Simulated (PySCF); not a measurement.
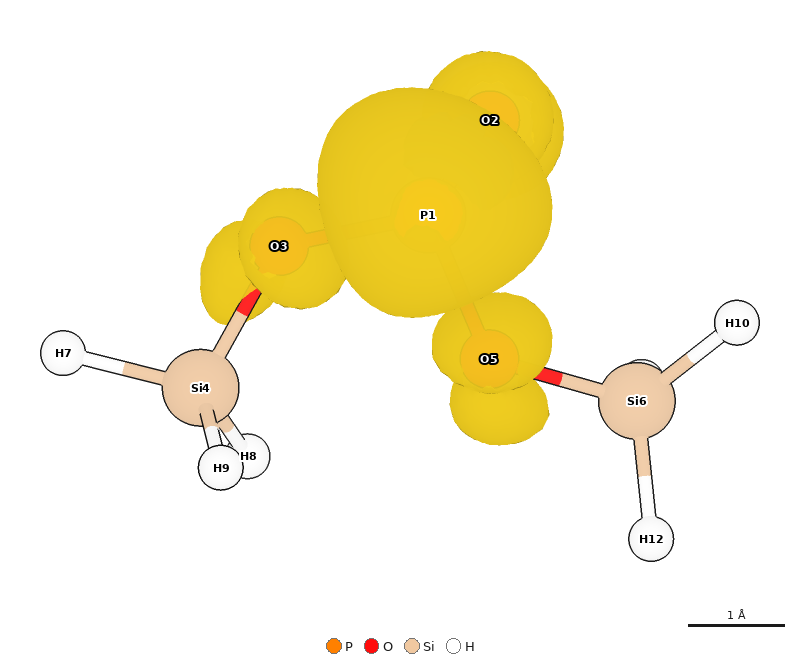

The picture shows: H$_{6}$O$_{3}$PSi$_{2}$ (SMILES O=[P](O[SiH3])O[SiH3]) (doublet). Isosurfaces of the spin density (α minus β) at +0.015 (yellow) and −0.015 e/Å³ (cyan), seen at a tilt.

Geometry: PBE0-D3(BJ)/def2-SVP.

Level of theory: UKS B3LYP, IGLO-III on O P Si, pcH-1 on H, non-relativistic, mean-field spin-orbit, GIAO in PySCF 2.14.0, density-fitted response routines.

```json
{"atom": "P", "x (Å)": "-0.3415", "y (Å)": "1.1198", "z (Å)": "1.0305"}
{"atom": "O", "x (Å)": "-1.6349", "y (Å)": "1.8472", "z (Å)": "0.8796"}
{"atom": "O", "x (Å)": "-0.3917", "y (Å)": "-0.2637", "z (Å)": "1.8549"}
{"atom": "Si", "x (Å)": "0.2078", "y (Å)": "-1.8045", "z (Å)": "1.4780"}
{"atom": "O", "x (Å)": "0.2946", "y (Å)": "0.6041", "z (Å)": "-0.3805"}
{"atom": "Si", "x (Å)": "-0.0350", "y (Å)": "1.1945", "z (Å)": "-1.9404"}
{"atom": "H", "x (Å)": "-0.0658", "y (Å)": "-2.6359", "z (Å)": "2.6782"}
{"atom": "H", "x (Å)": "-0.5072", "y (Å)": "-2.3451", "z (Å)": "0.2893"}
{"atom": "H", "x (Å)": "1.6712", "y (Å)": "-1.7279", "z (Å)": "1.2156"}
{"atom": "H", "x (Å)": "0.1344", "y (Å)": "2.6729", "z (Å)": "-1.9606"}
{"atom": "H", "x (Å)": "-1.4167", "y (Å)": "0.8145", "z (Å)": "-2.3385"}
{"atom": "H", "x (Å)": "0.9686", "y (Å)": "0.5389", "z (Å)": "-2.8189"}
```

> Describe the spin distribution.

The unpaired spin (1 electron) lies mostly on P1 (about 0.6), O2 (about 0.2), O5 (about 0.1) and O3 (about 0.1), in electrons by Hirshfeld's partition.
